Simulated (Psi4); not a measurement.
# BF: geometry relaxation (part 2 of 2)

The same run, continued: BF (13768-60-0), SMILES [B]F; PBE/def2-SVP, RKS, dispersion D3(BJ) (Psi4 1.11). The geometry comes from this level: PBE0-D4/def2-TZVP.

Geometry of the input (Å):
```
B  0.0000  -0.0000  -0.0094
F  -0.0000  0.0000  1.2537
```

What the program printed, continued
```
   -------------------------------------------------------
    Irrep   Nso     Nmo     Nalpha   Nbeta   Ndocc  Nsocc
   -------------------------------------------------------
     A1        14      14       5       5       5       0
     A2         2       2       0       0       0       0
     B1         6       6       1       1       1       0
     B2         6       6       1       1       1       0
   -------------------------------------------------------
    Total      28      28       7       7       7       0
   -------------------------------------------------------

  ==> Iterations <==

                           Total Energy        Delta E     RMS |[F,P]|

   @DF-RKS iter   0:  -124.41906778346224   -1.24419e+02   1.44966e-03
   @DF-RKS iter   1:  -124.42445265156637   -5.38487e-03   6.13834e-04 ADIIS/DIIS
   @DF-RKS iter   2:  -124.42430157768682    1.51074e-04   1.42092e-03 ADIIS/DIIS
   @DF-RKS iter   3:  -124.42449239308441   -1.90815e-04   4.07819e-05 DIIS
   @DF-RKS iter   4:  -124.42449257337165   -1.80287e-07   7.96360e-06 DIIS
   @DF-RKS iter   5:  -124.42449258054091   -7.16926e-09   3.99936e-07 DIIS
   @DF-RKS iter   6:  -124.42449258057758   -3.66640e-11   5.35732e-08 DIIS
   @DF-RKS iter   7:  -124.42449258057809   -5.11591e-13   3.26113e-09 DIIS
  Energy and wave function converged.

  ==> Post-Iterations <==

   Electrons on quadrature grid:
      Ntotal   =   14.0000022973 ; deviation = 2.297e-06

    Final Occupation by Irrep:
             A1    A2    B1    B2
    DOCC [     5,    0,    1,    1 ]
    NA   [     5,    0,    1,    1 ]
    NB   [     5,    0,    1,    1 ]

  @DF-RKS Final Energy:  -124.42449258057809

   => Energetics <=

    Nuclear Repulsion Energy =             18.7402868373083180
    One-Electron Energy =                -208.3727275176185572
    Two-Electron Energy =                  79.4806083260494063
    DFT Exchange-Correlation Energy =     -14.2723285923599104
    Empirical Dispersion Energy =          -0.0003316339573292
    VV10 Nonlocal Energy =                  0.0000000000000000
    Total Energy =                       -124.4244925805780895

Computation Completed

Properties will be evaluated at   0.000000,   0.000000,   0.000000 [a0]

Properties computed using the SCF density matrix

 Multipole Moments:

 ------------------------------------------------------------------------------------
     Multipole            Electronic (a.u.)      Nuclear  (a.u.)        Total (a.u.)
 ------------------------------------------------------------------------------------

 L = 1.  Multiply by 2.5417464519 to convert [e a0] to [Debye]
 Dipole X            :          0.0000000            0.0000000            0.0000000
 Dipole Y            :          0.0000000            0.0000000            0.0000000
 Dipole Z            :          0.1793782            0.3274241            0.5068023
 Magnitude           :                                                    0.5068023

 ------------------------------------------------------------------------------------

	total time  =          1 seconds =       0.02 minutes

         ------------------------------------------------------------
                                   SCF GRAD
         ------------------------------------------------------------

  ==> Geometry <==

    Molecular point group: c2v
    Full point group: C_inf_v

    Geometry (in Angstrom), charge = 0, multiplicity = 1:

       Center              X                  Y                   Z               Mass
    ------------   -----------------  -----------------  -----------------  -----------------
         B            0.000000000000     0.000000000000    -0.804491906949    11.009305360000
         F            0.000000000000     0.000000000000     0.466191657656    18.998403162730

  Nuclear repulsion =   18.740286837308318

   => Molecular Quadrature <=

    Radial Scheme          =       TREUTLER
    Pruning Scheme         =           NONE
    Nuclear Scheme         =       TREUTLER

    Blocking Scheme        =         OCTREE
    BS radius alpha        =              1
    Pruning alpha          =              1
    Radial Points          =             75
    Spherical Points       =            302
    Total Points           =          43562
    Total Blocks           =            394
    Max Points             =            255
    Max Functions          =             28
    Weights Tolerance      =       1.00E-15

  -Total Gradient:
     Atom            X                  Y                   Z
    ------   -----------------  -----------------  -----------------
       1        0.000000000000     0.000000000000     0.003731505035
       2       -0.000000000000     0.000000000000    -0.003764978953

	total time  =          0 seconds =       0.00 minutes

    			-----------------------------------------

    			 OPTKING 3.0: for geometry optimizations

    			        with contributions from

    			-----------------------------------------

	                            ===> Fragment 1 <==

	 Z (Atomic Numbers)          Masses                          Geom
	       5.000000            11.009305          0.00000000  0.00000000 -1.52026937
	       9.000000            18.998403          0.00000000  0.00000000  0.88097455

	 - Coordinate -           - BOHR/RAD -       - ANG/DEG -
	 R(1,2)           =         2.401244           1.270684

	        --- Internal Coordinate Step in ANG or DEG, aJ/ANG or AJ/DEG ---
	-------------------------------------------------------------------------------
	           Coordinate      Previous         Force          Change          New
	           ----------      --------        ------          ------        ------
	               R(1,2)       1.27068        0.03088        0.00378       1.27446
	-------------------------------------------------------------------------------

	                                 ==> Convergence Check <==

	Measures of convergence in internal coordinates in au.

	Criteria marked as inactive (o), active & met (*), and active & unmet ( ).

	----------------------------------------------------------------------------------------------
	   Step    Total Energy     Delta E     Max Force     RMS Force      Max Disp      RMS Disp
	----------------------------------------------------------------------------------------------
	  Convergence Criteria     1.00e-06 *    3.00e-04 *             o    1.20e-03 *             o
	----------------------------------------------------------------------------------------------
	     2    -124.42449258   -1.07e-04      3.75e-03      3.75e-03 o    7.14e-03      7.14e-03 o  ~
	----------------------------------------------------------------------------------------------

Next Geometry in Ang
	Fragment 1 (Ang)

	    B   0.0000000000   0.0000000000  -0.8063816566
	    F   0.0000000000   0.0000000000   0.4680814073

    Structure for next step:
    Molecular point group: c2v
    Full point group: C_inf_v

    Geometry (in Angstrom), charge = 0, multiplicity = 1:

    B            0.000000000000     0.000000000000    -0.806884773806
    F            0.000000000000     0.000000000000     0.467578290084

gradient() will perform analytic gradient computation.

  ==> Geometry <==

    Molecular point group: c2v
    Full point group: C_inf_v

    Geometry (in Angstrom), charge = 0, multiplicity = 1:

       Center              X                  Y                   Z               Mass
    ------------   -----------------  -----------------  -----------------  -----------------
         B            0.000000000000     0.000000000000    -0.806884773806    11.009305360000
         F            0.000000000000     0.000000000000     0.467578290084    18.998403162730

  Running in c2v symmetry.

  Rotational constants: A = ************  B =      1.48901  C =      1.48901 [cm^-1]
  Rotational constants: A = ************  B =  44639.41638  C =  44639.41638 [MHz]
  Nuclear repulsion =   18.684711354025655

  Charge       = 0
  Multiplicity = 1
  Electrons    = 14
  Nalpha       = 7
  Nbeta        = 7

   => Molecular Quadrature <=

    Radial Scheme          =       TREUTLER
    Pruning Scheme         =           NONE
    Nuclear Scheme         =       TREUTLER

    Blocking Scheme        =         OCTREE
    BS radius alpha        =              1
    Pruning alpha          =              1
    Radial Points          =             75
    Spherical Points       =            302
    Total Points           =          43566
    Total Blocks           =            394
    Max Points             =            256
    Max Functions          =             28
    Weights Tolerance      =       1.00E-15

   => Auxiliary Basis Set <=

  Basis Set: (DEF2-SVP AUX)
    Blend: DEF2-UNIVERSAL-JKFIT
    Number of shells: 50
    Number of basis functions: 152
    Number of Cartesian functions: 182
    Spherical Harmonics?: true
    Max angular momentum: 4

  Cached 100.0% of DFT collocation blocks in 0.033 [GiB].

  Minimum eigenvalue in the overlap matrix is 3.1871359505E-02.
  Reciprocal condition number of the overlap matrix is 1.0313329834E-02.
    Using symmetric orthogonalization.

  ==> Iterations <==

                           Total Energy        Delta E     RMS |[F,P]|

   @DF-RKS iter   0:  -124.42182209313796   -1.24422e+02   7.11750e-04
   @DF-RKS iter   1:  -124.42449649453735   -2.67440e-03   3.05850e-04 ADIIS/DIIS
   @DF-RKS iter   2:  -124.42445886190518    3.76326e-05   7.08519e-04 ADIIS/DIIS
   @DF-RKS iter   3:  -124.42450637253393   -4.75106e-05   2.12827e-05 DIIS
   @DF-RKS iter   4:  -124.42450642273793   -5.02040e-08   3.94548e-06 DIIS
   @DF-RKS iter   5:  -124.42450642449685   -1.75892e-09   1.99854e-07 DIIS
   @DF-RKS iter   6:  -124.42450642450572   -8.86757e-12   2.71394e-08 DIIS
   @DF-RKS iter   7:  -124.42450642450595   -2.27374e-13   1.53799e-09 DIIS
  Energy and wave function converged.

  ==> Post-Iterations <==

   Electrons on quadrature grid:
      Ntotal   =   14.0000024918 ; deviation = 2.492e-06

    Orbital Energies [Eh]
    ---------------------

    Doubly Occupied:

       1A1   -24.351104     2A1    -6.618846     3A1    -1.174310
       4A1    -0.551321     1B2    -0.467469     1B1    -0.467469
       5A1    -0.243043

    Virtual:

       2B2    -0.075186     2B1    -0.075186     6A1     0.084267
       7A1     0.218571     3B2     0.259250     3B1     0.259250
       8A1     0.443793     9A1     0.957658     1A2     0.957658
       4B1     0.998486     4B2     0.998486    10A1     1.002698
       5B1     1.179636     5B2     1.179636    11A1     1.424097
      12A1     1.562267    13A1     2.895937     2A2     2.895942
       6B1     3.184357     6B2     3.184357    14A1     3.666623

    Final Occupation by Irrep:
             A1    A2    B1    B2
    DOCC [     5,    0,    1,    1 ]
    NA   [     5,    0,    1,    1 ]
    NB   [     5,    0,    1,    1 ]

  @DF-RKS Final Energy:  -124.42450642450595

   => Energetics <=

    Nuclear Repulsion Energy =             18.6847113540256551
    One-Electron Energy =                -208.2732793415567016
    Two-Electron Energy =                  79.4349631671077532
    DFT Exchange-Correlation Energy =     -14.2705699790825218
    Empirical Dispersion Energy =          -0.0003316250001367
    VV10 Nonlocal Energy =                  0.0000000000000000
    Total Energy =                       -124.4245064245059496

Computation Completed

Properties will be evaluated at   0.000000,   0.000000,   0.000000 [a0]

Properties computed using the SCF density matrix

 Multipole Moments:

 ------------------------------------------------------------------------------------
     Multipole            Electronic (a.u.)      Nuclear  (a.u.)        Total (a.u.)
 ------------------------------------------------------------------------------------

 L = 1.  Multiply by 2.5417464519 to convert [e a0] to [Debye]
 Dipole X            :          0.0000000            0.0000000            0.0000000
 Dipole Y            :          0.0000000            0.0000000            0.0000000
 Dipole Z            :          0.1716923            0.3283980            0.5000903
 Magnitude           :                                                    0.5000903

 ------------------------------------------------------------------------------------

	total time  =          0 seconds =       0.00 minutes

         ------------------------------------------------------------
                                   SCF GRAD
         ------------------------------------------------------------

  ==> Geometry <==

    Molecular point group: c2v
    Full point group: C_inf_v

    Geometry (in Angstrom), charge = 0, multiplicity = 1:

       Center              X                  Y                   Z               Mass
    ------------   -----------------  -----------------  -----------------  -----------------
         B            0.000000000000     0.000000000000    -0.806884773806    11.009305360000
         F            0.000000000000     0.000000000000     0.467578290084    18.998403162730

  Nuclear repulsion =   18.684711354025655

   => Molecular Quadrature <=

    Radial Scheme          =       TREUTLER
    Pruning Scheme         =           NONE
    Nuclear Scheme         =       TREUTLER

    Blocking Scheme        =         OCTREE
    BS radius alpha        =              1
    Pruning alpha          =              1
    Radial Points          =             75
    Spherical Points       =            302
    Total Points           =          43566
    Total Blocks           =            394
    Max Points             =            256
    Max Functions          =             28
    Weights Tolerance      =       1.00E-15

  -Total Gradient:
     Atom            X                  Y                   Z
    ------   -----------------  -----------------  -----------------
       1        0.000000000000    -0.000000000000     0.000129222394
       2        0.000000000000     0.000000000000    -0.000162589209

	total time  =          0 seconds =       0.00 minutes

    			-----------------------------------------

    			 OPTKING 3.0: for geometry optimizations

    			        with contributions from

    			-----------------------------------------

	                            ===> Fragment 1 <==

	 Z (Atomic Numbers)          Masses                          Geom
	       5.000000            11.009305          0.00000000  0.00000000 -1.52479124
	       9.000000            18.998403          0.00000000  0.00000000  0.88359491

	 - Coordinate -           - BOHR/RAD -       - ANG/DEG -
	 R(1,2)           =         2.408386           1.274463

	        --- Internal Coordinate Step in ANG or DEG, aJ/ANG or AJ/DEG ---
	-------------------------------------------------------------------------------
	           Coordinate      Previous         Force          Change          New
	           ----------      --------        ------          ------        ------
	               R(1,2)       1.27446        0.00120        0.00015       1.27461
	-------------------------------------------------------------------------------

	                                 ==> Convergence Check <==

	Measures of convergence in internal coordinates in au.

	Criteria marked as inactive (o), active & met (*), and active & unmet ( ).

	----------------------------------------------------------------------------------------------
	   Step    Total Energy     Delta E     Max Force     RMS Force      Max Disp      RMS Disp
	----------------------------------------------------------------------------------------------
	  Convergence Criteria     1.00e-06 *    3.00e-04 *             o    1.20e-03 *             o
	----------------------------------------------------------------------------------------------
	     3    -124.42450642   -1.38e-05      1.46e-04 *    1.46e-04 o    2.82e-04 *    2.82e-04 o  ~
	----------------------------------------------------------------------------------------------

Next Geometry in Ang
	Fragment 1 (Ang)

	    B   0.0000000000   0.0000000000  -0.8069593017
	    F   0.0000000000   0.0000000000   0.4676528180

    Final optimized geometry and variables:
    Molecular point group: c2v
    Full point group: C_inf_v

    Geometry (in Angstrom), charge = 0, multiplicity = 1:

    B            0.000000000000     0.000000000000    -0.806884773806
    F            0.000000000000     0.000000000000     0.467578290084

[set-up sections that repeat, and orbital energies of the middle runs, are left out above]
```

Standard output
```
Optimizer: Optimization complete!
total energy -124.42450642 hartree = -3385.76327 eV
2
0 1 BF
B                     0.000000000000     0.000000000000    -0.806884773806
F                     0.000000000000     0.000000000000     0.467578290084
```

Trajectory as extended XYZ (Å, eV, eV/Å), 3 frames, from step=0 to step=2
```
2
Properties=species:S:1:pos:R:3:forces:R:3 step=0 energy=-3385.76001
B     0.0000    0.0000   -0.0094    0.0000   0.0000  -0.5791
F     0.0000    0.0000    1.2537    0.0000   0.0000   0.5808
2
Properties=species:S:1:pos:R:3:forces:R:3 step=1 energy=-3385.76293
B     0.0000    0.0000   -0.0142    0.0000   0.0000  -0.1919
F     0.0000    0.0000    1.2565    0.0000   0.0000   0.1936
2
Properties=species:S:1:pos:R:3:forces:R:3 step=2 energy=-3385.76330
B     0.0000    0.0000   -0.0165    0.0000   0.0000  -0.0066
F     0.0000    0.0000    1.2579    0.0000   0.0000   0.0084
```

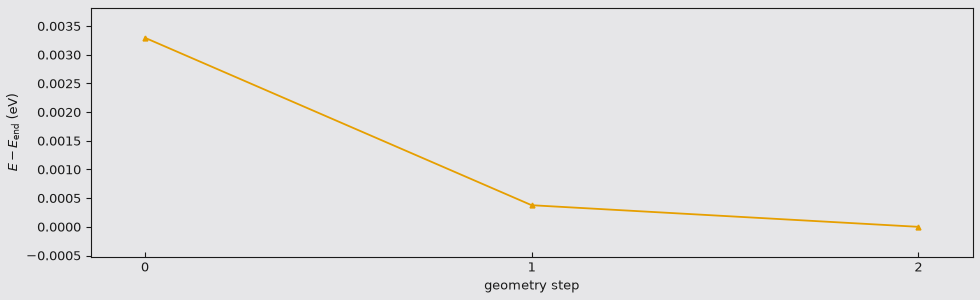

**Figure 1.** Progress of the relaxation, step by step (steps are counted from 0). The largest moves after the best rigid fit, 0.006 Å, are those of B1 and F2. By element the largest moves are F 0.006 Å, B 0.006 Å. Distances before and after: B1–F2 1.263 → 1.274 Å. After 2 geometry steps the energy has fallen by 0.003 eV. The largest force component goes from 0.58 to 0.0084 eV/Å. (Atoms are counted from 1 in the order of the input.)

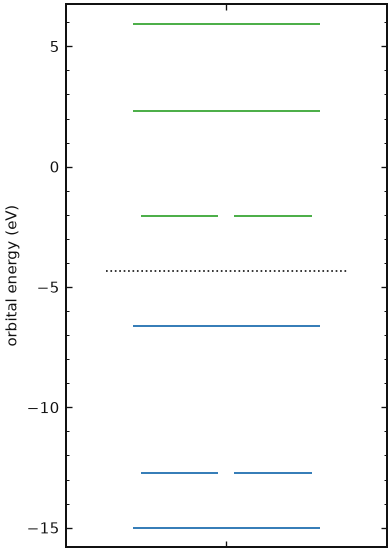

**Figure 2.** Orbital energies near the frontier; the dotted line parts filled from empty levels, and levels within 0.02 eV of each other stand side by side. Highest filled −6.61 eV, lowest empty −2.05 eV, 4.56 eV apart.

Key numbers

| quantity | value |
| --- | --- |
| outcome | converged |
| total energy | −124.424506 hartree |
| dispersion energy | −0.000332 hartree |
| HOMO | −6.61 eV |
| LUMO | −2.05 eV |
| dipole moment | 1.27 D |
| wall time | 5.7 s |
| peak memory | 0.26 GiB |
